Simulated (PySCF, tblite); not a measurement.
# C₃H₇Al: dynamics, then NMR shifts and electronic excitations on frames, part 2 of 2

tblite 0.8.0 and PySCF 2.14.0. Atoms count from 0.

## Step 9: Nuclear shieldings: 800 fs, PBE0/pcSseg-1

What the job is given:

```
{"job": {"kind": "nmr", "xc": "PBE0", "basis": "pcSseg-1", "pop": false}, "charge": 0, "multiplicity": 1}
C     -1.512600     0.117400    -0.176600
C     -0.440300    -0.415600     0.467300
C      0.331800    -1.535200    -0.134400
Al     1.695200    -0.423500    -1.056100
H     -1.893300    -0.146100    -1.150600
H     -1.919400     1.039500     0.185100
H     -0.173300    -0.010700     1.410500
H      0.714100    -2.251400     0.594500
H     -0.273000    -2.083700    -0.826700
H      3.176300    -0.625600    -0.679200
H      1.348200     0.669000    -2.052200
```

With the program's defaults for keys left out, this is: GIAO PBE0/pcSseg-1 NMR shielding, non-relativistic, gas phase.

The log of the run:

```text
coarse grid: 9224 points
cycle   1  E = -360.5494602741  dE =  1.602e-01  |g| = 3.836e-01  |ddm| = 2.855e+00
cycle   2  E = -360.5410290035  dE =  8.431e-03  |g| = 4.268e-01  |ddm| = 6.907e-01
cycle   3  E = -360.5908642813  dE = -4.984e-02  |g| = 2.864e-02  |ddm| = 3.991e-01
cycle   4  E = -360.5910651806  dE = -2.009e-04  |g| = 1.590e-02  |ddm| = 4.518e-02
cycle   5  E = -360.5911171936  dE = -5.201e-05  |g| = 7.167e-03  |ddm| = 1.790e-02
cycle   6  E = -360.5911310765  dE = -1.388e-05  |g| = 6.401e-04  |ddm| = 6.672e-03
cycle   7  E = -360.5911311684  dE = -9.191e-08  |g| = 1.448e-04  |ddm| = 8.270e-04
final grid: 83120 points
cycle   8  E = -360.6144062520  dE = -1.694e-05  |g| = 6.164e-03  |ddm| = 1.704e-02
cycle   9  E = -360.6144024478  dE =  3.804e-06  |g| = 7.212e-03  |ddm| = 1.114e-02
cycle  10  E = -360.6144165146  dE = -1.407e-05  |g| = 6.378e-04  |ddm| = 6.259e-03
cycle  11  E = -360.6144166025  dE = -8.790e-08  |g| = 2.409e-04  |ddm| = 6.699e-04
cycle  12  E = -360.6144166182  dE = -1.575e-08  |g| = 3.819e-05  |ddm| = 2.476e-04
cycle  13  E = -360.6144166186  dE = -3.345e-10  |g| = 9.182e-06  |ddm| = 4.541e-05
converged SCF energy = -360.6144166186

GIAO shielding tensors (ppm)
atom      isotropic    diamagn.    paramagn.     s11        s22        s33       span
  0 C       57.117     255.046    -197.929    -59.204     71.540    159.014    218.218
  1 C       45.502     257.036    -211.534    -84.571     55.372    165.705    250.276
  2 C      160.151     250.804     -90.653    133.533    159.882    187.040     53.507
  3 Al     290.733     794.308    -503.575    238.338    259.147    374.713    136.374
  4 H       25.832      31.482      -5.650     22.133     25.955     29.409      7.276
  5 H       26.445      31.478      -5.033     22.873     25.928     30.534      7.661
  6 H       25.417      33.518      -8.101     22.931     25.391     27.929      4.997
  7 H       29.746      29.602       0.144     26.416     27.552     35.270      8.854
  8 H       29.843      31.202      -1.359     26.392     29.137     33.999      7.608
  9 H       26.472      28.705      -2.233     23.703     24.710     31.002      7.299
 10 H       26.933      29.317      -2.384     24.873     25.447     30.479      5.605
```

Wall time 9 s (1 thread of Intel Xeon Platinum 8488C, shared host); peak memory 0.53 GiB.

This run: δ C1 141.4, C0 129.8, C2 26.8, Al3 199.2, H6 6.30, H4 5.88 ppm.

## Step 10: Ultraviolet spectrum: 800 fs, PBE0/def2-SVPD

The job, as its differences from that of step 9:

```diff
@@ -1,2 +1,2 @@
-{"job": {"kind": "nmr", "xc": "PBE0", "basis": "pcSseg-1", "pop": false}, "charge": 0, "multiplicity": 1}
+{"job": {"kind": "uv", "xc": "PBE0", "basis": "def2-SVPD", "nstates": 5, "ntriplets": 0}, "charge": 0, "multiplicity": 1}
 C     -1.512600     0.117400    -0.176600
```

Method: TDDFT PBE0/def2-SVPD, vertical, gas phase, core orbitals frozen in the response.

The log of the run:

```text
coarse grid: 9224 points
cycle   1  E = -360.3912847902  dE =  1.297e-01  |g| = 3.688e-01  |ddm| = 4.071e+00
cycle   2  E = -360.3831965255  dE =  8.088e-03  |g| = 4.093e-01  |ddm| = 1.116e+00
cycle   3  E = -360.4308960163  dE = -4.770e-02  |g| = 2.971e-02  |ddm| = 5.616e-01
cycle   4  E = -360.4311403021  dE = -2.443e-04  |g| = 1.452e-02  |ddm| = 7.022e-02
cycle   5  E = -360.4311842460  dE = -4.394e-05  |g| = 7.179e-03  |ddm| = 2.768e-02
cycle   6  E = -360.4311987352  dE = -1.449e-05  |g| = 5.958e-04  |ddm| = 1.130e-02
cycle   7  E = -360.4311988411  dE = -1.059e-07  |g| = 1.336e-04  |ddm| = 1.573e-03
final grid: 83120 points
cycle   8  E = -360.4828084352  dE = -1.697e-05  |g| = 5.925e-03  |ddm| = 5.658e-02
cycle   9  E = -360.4828044677  dE =  3.967e-06  |g| = 7.009e-03  |ddm| = 1.747e-02
cycle  10  E = -360.4828182591  dE = -1.379e-05  |g| = 6.164e-04  |ddm| = 9.306e-03
cycle  11  E = -360.4828183485  dE = -8.942e-08  |g| = 2.138e-04  |ddm| = 1.073e-03
cycle  12  E = -360.4828183614  dE = -1.287e-08  |g| = 3.352e-05  |ddm| = 3.799e-04
cycle  13  E = -360.4828183617  dE = -3.247e-10  |g| = 7.392e-06  |ddm| = 9.209e-05
converged SCF energy = -360.4828183617

Static polarisability (au): isotropic 67.099, principal 54.099 61.235 85.964

Singlet excitations
state   eV       nm        f      main configurations
  1   4.0804    303.9   0.06123   H->L 0.96
  2   5.4335    228.2   0.00641   H-1->L 0.98
  3   5.9684    207.7   0.01489   H->L+2 0.69, H-2->L 0.21
  4   6.0859    203.7   0.03047   H->L+1 0.48, H-2->L 0.27, H->L+2 0.23
  5   6.2890    197.1   0.12512   H-2->L 0.49, H->L+1 0.39
```

Run time: 9.8 s. Hardware: 1 thread of Intel Xeon Platinum 8488C, shared host; peak memory 0.58 GiB.

This run: HOMO -6.62 eV, LUMO -1.51 eV; lowest singlet 4.08 eV.

## Step 11: Shielding tensors: 1000 fs, PBE0/pcSseg-1

What the job is given:

```
{"job": {"kind": "nmr", "xc": "PBE0", "basis": "pcSseg-1", "pop": false}, "charge": 0, "multiplicity": 1}
C     -1.608100     0.228300    -1.029000
C     -1.176600    -0.200600     0.152300
C     -0.185400    -1.361200     0.228700
Al     1.464100    -0.825300    -0.758900
H     -1.546600    -0.436300    -1.883700
H     -2.210100     1.077800    -1.084500
H     -1.336700     0.423000     1.036100
H     -0.063800    -1.675300     1.277700
H     -0.700300    -2.195400    -0.267000
H      2.856200    -0.795200    -0.167200
H      1.505500    -0.347200    -2.223100
```

Method: GIAO PBE0/pcSseg-1 NMR shielding, non-relativistic, gas phase.

The log of the run:

```text
coarse grid: 9224 points
cycle   1  E = -360.5459581056  dE =  1.267e-01  |g| = 3.827e-01  |ddm| = 2.840e+00
cycle   2  E = -360.5412606619  dE =  4.697e-03  |g| = 4.120e-01  |ddm| = 6.651e-01
cycle   3  E = -360.5870071906  dE = -4.575e-02  |g| = 3.025e-02  |ddm| = 3.696e-01
cycle   4  E = -360.5872436829  dE = -2.365e-04  |g| = 1.402e-02  |ddm| = 4.455e-02
cycle   5  E = -360.5872812297  dE = -3.755e-05  |g| = 6.405e-03  |ddm| = 1.520e-02
cycle   6  E = -360.5872917483  dE = -1.052e-05  |g| = 1.450e-03  |ddm| = 6.037e-03
cycle   7  E = -360.5872922647  dE = -5.164e-07  |g| = 3.568e-04  |ddm| = 1.444e-03
final grid: 83120 points
cycle   8  E = -360.6108653216  dE = -1.538e-05  |g| = 6.109e-03  |ddm| = 1.634e-02
cycle   9  E = -360.6108620623  dE =  3.259e-06  |g| = 7.031e-03  |ddm| = 1.109e-02
cycle  10  E = -360.6108754703  dE = -1.341e-05  |g| = 6.465e-04  |ddm| = 6.027e-03
cycle  11  E = -360.6108755616  dE = -9.137e-08  |g| = 2.099e-04  |ddm| = 6.228e-04
cycle  12  E = -360.6108755734  dE = -1.181e-08  |g| = 3.994e-05  |ddm| = 2.060e-04
cycle  13  E = -360.6108755738  dE = -3.179e-10  |g| = 1.404e-05  |ddm| = 3.862e-05
converged SCF energy = -360.6108755738

GIAO shielding tensors (ppm)
atom      isotropic    diamagn.    paramagn.     s11        s22        s33       span
  0 C       60.353     253.776    -193.423    -62.460     85.062    158.457    220.917
  1 C       40.601     257.837    -217.235    -88.389     52.804    157.389    245.778
  2 C      165.414     250.685     -85.271    141.221    159.994    195.027     53.806
  3 Al     286.650     794.592    -507.942    227.456    263.523    368.971    141.515
  4 H       25.873      31.125      -5.252     21.634     25.835     30.150      8.515
  5 H       26.607      31.281      -4.674     22.616     26.330     30.875      8.259
  6 H       25.020      32.239      -7.219     23.531     24.277     27.251      3.720
  7 H       29.754      30.029      -0.275     26.029     28.096     35.138      9.110
  8 H       29.448      29.803      -0.355     25.573     28.483     34.289      8.716
  9 H       26.602      29.228      -2.626     23.936     24.776     31.093      7.156
 10 H       26.523      29.300      -2.777     24.488     25.307     29.775      5.287
```

It took 7 s on 1 thread of Intel Xeon Platinum 8488C, shared host; peak memory 0.52 GiB.

This run: δ C1 146.3, C0 126.6, C2 21.5, Al3 203.3, H6 6.70, H4 5.84 ppm.

## Step 12: Ultraviolet spectrum: 1000 fs, PBE0/def2-SVPD

The job, as its differences from that of step 11:

```diff
@@ -1,2 +1,2 @@
-{"job": {"kind": "nmr", "xc": "PBE0", "basis": "pcSseg-1", "pop": false}, "charge": 0, "multiplicity": 1}
+{"job": {"kind": "uv", "xc": "PBE0", "basis": "def2-SVPD", "nstates": 5, "ntriplets": 0}, "charge": 0, "multiplicity": 1}
 C     -1.608100     0.228300    -1.029000
```

Method: TDDFT PBE0/def2-SVPD, vertical, gas phase, core orbitals frozen in the response.

The log of the run:

```text
coarse grid: 9224 points
cycle   1  E = -360.3874727260  dE =  9.695e-02  |g| = 3.682e-01  |ddm| = 3.969e+00
cycle   2  E = -360.3828136723  dE =  4.659e-03  |g| = 3.957e-01  |ddm| = 9.756e-01
cycle   3  E = -360.4268144392  dE = -4.400e-02  |g| = 3.146e-02  |ddm| = 5.024e-01
cycle   4  E = -360.4270968570  dE = -2.824e-04  |g| = 1.313e-02  |ddm| = 6.770e-02
cycle   5  E = -360.4271320814  dE = -3.522e-05  |g| = 6.569e-03  |ddm| = 2.391e-02
cycle   6  E = -360.4271436877  dE = -1.161e-05  |g| = 1.262e-03  |ddm| = 9.165e-03
cycle   7  E = -360.4271441166  dE = -4.289e-07  |g| = 2.891e-04  |ddm| = 2.106e-03
final grid: 83120 points
cycle   8  E = -360.4790171350  dE = -1.569e-05  |g| = 5.874e-03  |ddm| = 6.455e-02
cycle   9  E = -360.4790135409  dE =  3.594e-06  |g| = 6.883e-03  |ddm| = 1.644e-02
cycle  10  E = -360.4790269288  dE = -1.339e-05  |g| = 6.384e-04  |ddm| = 8.702e-03
cycle  11  E = -360.4790270267  dE = -9.789e-08  |g| = 1.722e-04  |ddm| = 9.313e-04
cycle  12  E = -360.4790270350  dE = -8.321e-09  |g| = 3.619e-05  |ddm| = 2.896e-04
cycle  13  E = -360.4790270353  dE = -3.208e-10  |g| = 1.258e-05  |ddm| = 7.049e-05
converged SCF energy = -360.4790270353

Static polarisability (au): isotropic 65.132, principal 53.237 65.695 76.465

Singlet excitations
state   eV       nm        f      main configurations
  1   4.4292    279.9   0.01983   H->L 0.97
  2   5.3625    231.2   0.00291   H-1->L 0.99
  3   6.0209    205.9   0.08316   H->L+1 0.71, H->L+2 0.18
  4   6.3160    196.3   0.05111   H->L+2 0.79, H->L+1 0.17
  5   6.3756    194.5   0.02347   H-2->L 0.92
```

Run time: 8.3 s. Hardware: 1 thread of Intel Xeon Platinum 8488C, shared host; peak memory 0.57 GiB.

In short: HOMO -6.92 eV, LUMO -1.31 eV; lowest singlet 4.43 eV.

## Step 13: Side by side: NMR shifts

Shifts (ppm) of some atoms, chosen among heavy atoms and hydrogens apart, with basis size and wall time:

```tsv
frame	C0	C1	C2	H4	H10	H8	Al3	functions	time
250 fs	140.0	134.3	29.7	6.13	4.29	1.83	151.3	110	6.6 s
425 fs	114.2	155.3	28.0	4.77	5.66	2.08	228.9	110	6.5 s
625 fs	125.2	147.2	33.3	6.57	6.39	3.40	220.1	110	6.3 s
800 fs	129.8	141.4	26.8	5.88	4.78	1.87	199.2	110	9 s
1000 fs	126.6	146.3	21.5	5.84	5.19	2.27	203.3	110	7 s
```

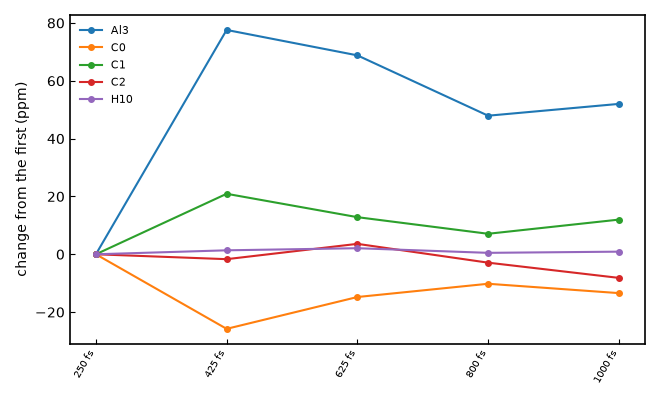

How five of the tabulated atoms move from run to run.

## Step 14: Run by run: electronic excitations

Excitations and ground-state properties, with basis size and wall time:

```tsv
frame	lowest singlet (eV)	brightest (eV)	f	gap (eV)	α (Å³)	μ (D)	functions	time
250 fs	4.56	6.54	0.142	5.51	10.21	1.06	140	8.7 s
425 fs	3.91	6.60	0.277	5.12	9.97	0.84	140	8.4 s
625 fs	3.86	5.96	0.107	5.09	9.97	1.09	140	8.7 s
800 fs	4.08	6.29	0.125	5.11	9.94	0.49	140	9.8 s
1000 fs	4.43	6.02	0.083	5.62	9.65	0.98	140	8.3 s
```

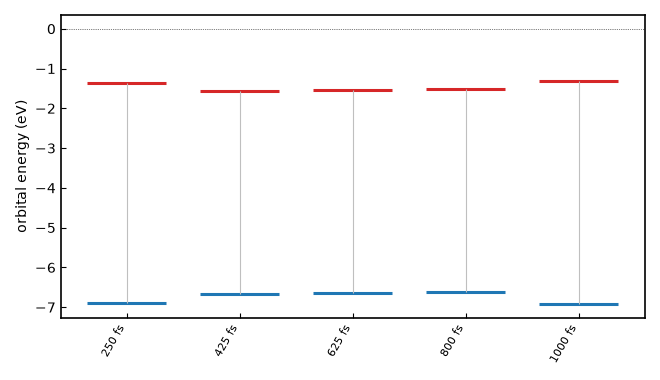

HOMO (blue) and LUMO (red) run by run.

## Step 15: Outcome

The summary covers parts 1 to 2.

| quantity | value |
| --- | --- |
| thermostat | 200 K |
| mean temperature, second half | 200 K |
| mean potential energy above the minimum | 0.22 eV |
| 13C shifts against TMS (PBE0/pcSseg-1, 250 fs) | 140.0, 134.3, 29.7 ppm |
| 1H shifts against TMS (PBE0/pcSseg-1, 250 fs) | 6.31, 6.27, 6.13, 5.15, 4.29, 2.77, 1.83 ppm |
| 27Al shifts against AlH4- (PBE0/pcSseg-1, 250 fs) | 151.3 ppm |
| lowest singlet (PBE0/def2-SVPD, 250 fs) | 4.56 eV (272 nm), f = 0.104 |
| brightest single state of those computed | state 5, 6.54 eV, f = 0.142 |
| range of the shift of Al3 | 151.3 to 228.9 ppm |
| range of the lowest singlet | 3.86 to 4.56 eV |

**Reading.** In the second half the potential energy averages 0.22 eV above the minimum; equipartition over 27 harmonic modes at 200 K would give 0.23 eV. With 11 atoms the temperature swings widely (109 to 322 K). Shifts at one fixed geometry are not the observed spectrum, which averages over the motion. In the first frame run (250 fs): The first singlet state (HOMO→LUMO 0.94) lies at 4.56 eV and is bright; of the 5 states computed, the strongest absorption comes from state 5 at 6.54 eV (the last computed, so partners may be missing). Across the 5 runs the shift of Al3 moves most, between 151.3 (250 fs) and 228.9 ppm (425 fs). The lowest singlet runs from 3.86 eV (625 fs) to 4.56 eV (250 fs), while the orbital gap spans 5.09 to 5.62 eV. The lowest state need not be the same one in every run.
